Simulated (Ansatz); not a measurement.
## Phonon calculation of CH₅FOSn

CH₅FOSn, SMILES FC[O][SnH3], computed with RKS B3LYP-D4/def2-SVP (Ansatz 0.2.0).

It belongs to a series of runs on one base structure; here: vibrations at the highest image of the band. Figures and captions count atoms from 1; the log counts them from 0 in places.

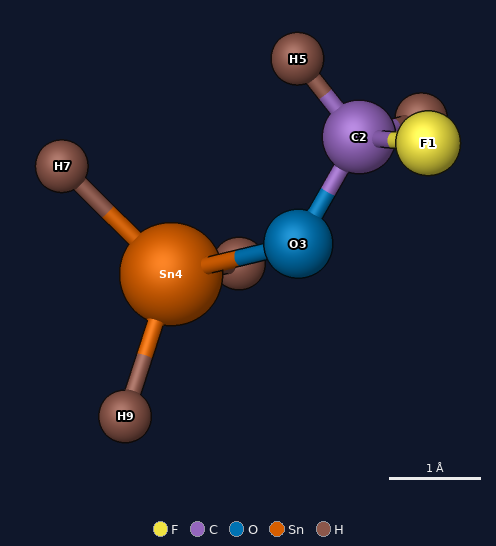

The structure as given in the input (ball-and-stick view, seen at a tilt; atoms are numbered from 1 in the order of the input). Sticks mark near contacts. Bond lengths as drawn: C–F 1.37 Å, C–H 1.11 Å, C–O 1.37 Å, H–Sn 1.71 to 1.72 Å and O–Sn 2.01 Å.

## Summary

- outcome: converged
- total energy: −11710.6582 eV
- mean-field energy: −11710.4179 eV
- largest force (length of the vector): 0.015 eV/Å
- hardware: 2 threads of Arm Neoverse V1, 24 GiB of memory available, shared host
- wall time: 91 s (CPU time 2.9 min)
- peak memory: 0.2 GiB

## The input
```yaml
crystal:
  periodic: [false, false, false]
  atoms:
    - { symbol: F, position_ang: [-1.91499, 1.867085, 0.003194] }
    - { symbol: C, position_ang: [-1.236308, 0.711383, 0.288258] }
    - { symbol: O, position_ang: [-0.120572, 0.655073, -0.508104] }
    - { symbol: Sn, position_ang: [1.319312, -0.736186, -0.339758] }
    - { symbol: H, position_ang: [-0.98527, 0.737139, 1.372564] }
    - { symbol: H, position_ang: [-1.934636, -0.133712, 0.097456] }
    - { symbol: H, position_ang: [1.908694, -0.662817, 1.273802] }
    - { symbol: H, position_ang: [0.605043, -2.260131, -0.690809] }
    - { symbol: H, position_ang: [2.447128, -0.224233, -1.513603] }
basis:
  gaussian: { orbitals: def2-SVP }
hamiltonian:
  xc: b3lyp
  dispersion: d4
phonons: {}
```

Launched with:
```bash
ansatz run input.yaml --threads 2 --pin off --max-ram 3072MiB --backend cpu --events-out ev --progress --plain --runs-dir out
```

## The program's output
```
Engine: ansatz 0.2.0, aarch64-unknown-linux-gnu
Functional definition: B3LYP
  parameter a0 = 0.2
  parameter ax = 0.72
  parameter ac = 0.81
  exchange = (1 - a0 - ax)*slater_x + ax*b88_x + a0*exact_x
  correlation = (1 - ac)*vwn_rpa_c + ac*lyp_c
1088 factors; integrals over basis functions are off by at most 3.5e-4 eV
mean field evaluation 1: about -11705.9409 eV, gradient 4.9e1 eV
mean field evaluation 2: about -11688.6220 eV, gradient 1.0e2 eV
mean field evaluation 4: about -11710.3275 eV, gradient 6.5e0 eV
mean field evaluation 8: about -11710.4176 eV, gradient 4.8e-2 eV
mean field -11710.41760624 eV, -430.3499094230 hartree, gradient 8.1e-5 eV, S^2 0.000000; 0 other end points of the search recorded, 0 dependent functions left out
the calculation of the forces begins
reference -11710.41785626 eV, -430.3499186111 hartree; 25, 25 occupied and 68, 68 virtual orbitals, 1088 factors
these checks for a lower state are left out or cut short: stability, starts, cluster_reference, orbital_swaps, neighbouring_geometries, increment
1088 factors; integrals over basis functions are off by at most 3.5e-4 eV
mean field evaluation 16: about -11710.3905 eV, gradient 1.9e-1 eV
mean field -11710.41753421 eV, -430.3499067761 hartree, gradient 1.0e-6 eV, S^2 0.000000; 0 other end points of the search recorded, 0 dependent functions left out
[... from here on the field's lines of each further geometry are left out, up to the last ...]
the calculation of the forces begins
reference -11710.41782561 eV, -430.3499174850 hartree; 25, 25 occupied and 68, 68 virtual orbitals, 1088 factors
these checks for a lower state are left out or cut short: stability, starts, cluster_reference, orbital_swaps, neighbouring_geometries, increment
1088 factors; integrals over basis functions are off by at most 3.5e-4 eV
mean field -11710.41759123 eV, -430.3499088716 hartree, gradient 1.4e-6 eV, S^2 0.000000; 0 other end points of the search recorded, 0 dependent functions left out
the calculation of the forces begins
reference -11710.41784127 eV, -430.3499180604 hartree; 25, 25 occupied and 68, 68 virtual orbitals, 1088 factors
WARN: phonons: modes at or below zero, which the zero-point energy, F, S and C_V leave out: 1, the lowest at -43.02 cm⁻¹. A minimum has none, and a first-order saddle one
Total energy: -11710.65824501 eV, -430.3587527350 hartree
Atom 0 at    -1.914990     1.867085     0.003194 Å, force    -0.000931     0.003010     0.004616 eV/Å
Atom 1 at    -1.236308     0.711383     0.288258 Å, force     0.009282    -0.002330     0.003310 eV/Å
Atom 2 at    -0.120572     0.655073    -0.508104 Å, force    -0.007485    -0.000076    -0.013094 eV/Å
Atom 3 at     1.319312    -0.736186    -0.339758 Å, force     0.002094    -0.001456     0.003437 eV/Å
Atom 4 at    -0.985270     0.737139     1.372564 Å, force    -0.006223    -0.001830     0.000951 eV/Å
Atom 5 at    -1.934636    -0.133712     0.097456 Å, force     0.001406     0.003176    -0.000250 eV/Å
Atom 6 at     1.908694    -0.662817     1.273802 Å, force    -0.000554     0.000422    -0.000635 eV/Å
Atom 7 at     0.605043    -2.260131    -0.690809 Å, force     0.001259    -0.000803     0.000842 eV/Å
Atom 8 at     2.447128    -0.224233    -1.513603 Å, force     0.001152    -0.000113     0.000824 eV/Å
Dipole moment:     0.415319    -0.611329     0.183000 e Å
Vibrations: -43.02 88.68 144.00 334.87 498.95 517.22 690.18 694.05 699.55 712.00 1097.52 1165.70 1178.99 1265.28 1469.34 1521.40 1902.98 1908.98 1957.83 2925.58 2966.33 cm⁻¹, zero-point energy 1.471656 eV
```

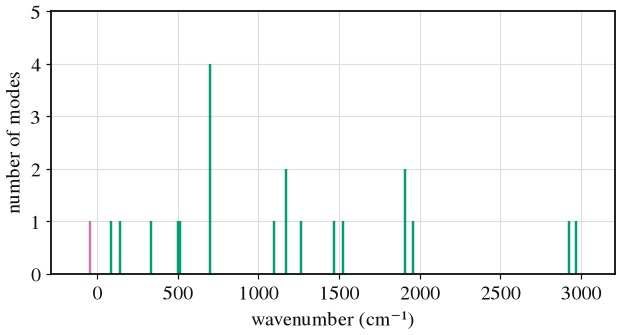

Harmonic vibrational wavenumbers from the force constants; neighbouring modes closer than 14 cm⁻¹ are counted in one stick, and imaginary ones are drawn at negative wavenumbers. 21 modes from 43i to 2966 cm⁻¹, 1 imaginary beyond 8i (43i cm⁻¹): not a clean minimum; so soft a mode can be a shallow saddle, an incomplete relaxation or noise of the force constants.
